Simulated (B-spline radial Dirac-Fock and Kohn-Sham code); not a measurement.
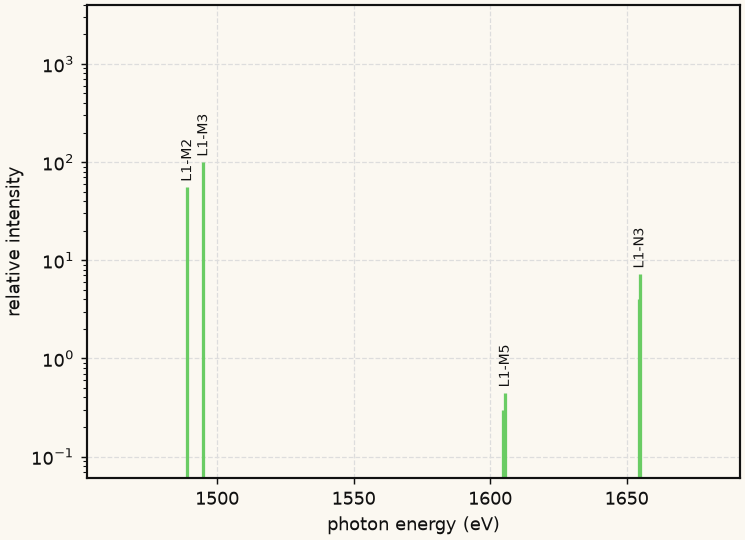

Fig. 1. X-ray emission lines that fill an L1 (2s) hole, as sticks, on a logarithmic intensity axis. Species: the ion Se²⁻ ([Kr]), inside a Watson sphere of charge +2 and radius 1.683 Å that stands in for a crystal. Method: independent-particle rates on relativistic LDA orbitals of the hole state (multipoles to L = 3), energies from Dirac–Fock ΔSCF (computed with a B-spline radial code). Widths ruled by Coster–Kronig decay come out up to twice the measured ones in this model.

The strongest line is L1-M3 (Lβ3) at 1.4950 keV with 58.7 % of the photons, then L1-M2 (Lβ4) at 1.4891 keV (33 %), L1-N3 (Lγ3) at 1.6548 keV (4.3 %), L1-N2 (Lγ2) at 1.6545 keV (2.4 %), L1-M5 at 1.6055 keV (0.26 %). The hole has a width of 8.20 eV and a fluorescence yield of 0.00154.
